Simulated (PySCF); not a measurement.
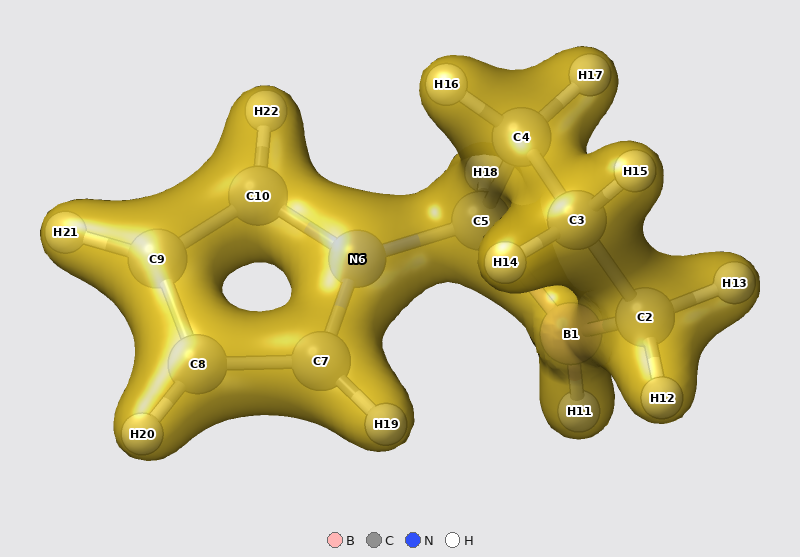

C8H12BN. Isosurface of the total electron density at 0.8 e/Å³ (yellow), seen at a tilt.

Geometry: GFN2-xTB.

Theory: PBE0/pcSseg-1, SCF density, gas phase, non-relativistic (PySCF).

```xyz
22

B    -1.3791   -0.2636   -1.2061
C    -2.3905    0.5696   -0.3447
C    -1.7564    0.6451    1.0548
C    -0.9847   -0.6653    1.2139
C    -0.3741   -0.9657   -0.1764
N     0.9541   -0.4077   -0.2936
C     1.2501    0.8193   -0.7938
C     2.6002    1.0218   -0.6950
C     3.1437   -0.1337   -0.1025
C     2.1027   -0.9903    0.1338
H    -1.3537   -0.3788   -2.3657
H    -2.6695    1.5538   -0.7213
H    -3.3263    0.0030   -0.2845
H    -1.0600    1.4848    1.0900
H    -2.4932    0.7837    1.8463
H    -0.2172   -0.6015    1.9857
H    -1.6743   -1.4684    1.4791
H    -0.2754   -2.0495   -0.3130
H     0.4778    1.4517   -1.1890
H     3.1396    1.8932   -1.0114
H     4.1775   -0.3124    0.1206
H     2.0985   -1.9697    0.5720
```

Question: How is the density connected at this value?

Answer: At this value the surface is in one piece. It bridges the sampled C–N (1.36 Å), C–C (1.37 Å), C–B (1.57 Å) and C–H (1.07 Å) contacts, where the density stays above the isovalue. On the grid the lowest density along these lines, outside the cores, is 2.1 e/Å³ (C–N, 1.36 Å), 2.2 e/Å³ (C–C, 1.37 Å), 1.3 e/Å³ (C–B, 1.57 Å) and 1.9 e/Å³ (C–H, 1.07 Å).
